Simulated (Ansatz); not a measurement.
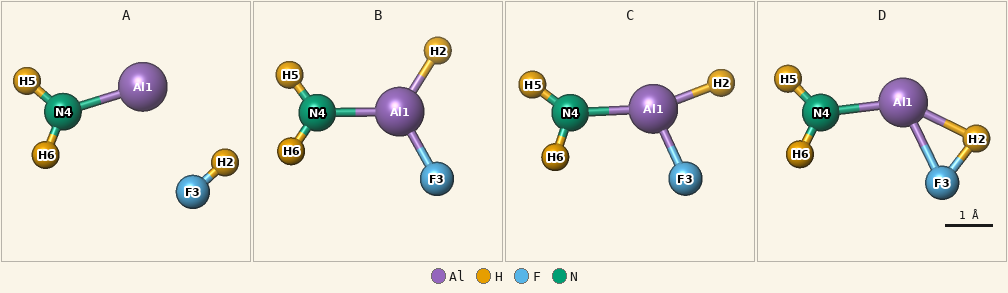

4 geometries from a converged minimum-energy path of AlNH3F, shuffled. A ball-and-stick model, seen at a tilt.

Level of theory: Ansatz 0.2.0, RKS B3LYP/def2-mTZVP. Settings: 7 movable images; climbing image; force threshold 0.03 eV/Å; iteration limit 60; starting path through a guess of the saddle point.

> Which frame is the top of the path?

D. In order along the path, whose images run from 0 to 8: B (image 0, 0.0 kJ/mol), C (image 2, +73.3 kJ/mol), D (image 4, +330.3 kJ/mol), A (image 6, +275.1 kJ/mol). Breaking: Al1–F3 (1.66 → 1.93 at the top → 2.76 Å), Al1–H2 (1.57 → 1.75 at the top → 3.04 Å). Forming: H2–F3 (2.79 → 1.21 at the top → 0.93 Å).

Cost: 4.2 min on 1 thread of Intel(R) Xeon(R) Platinum 8488C (Sapphire Rapids), on a shared host, peak memory 0.14 GiB.
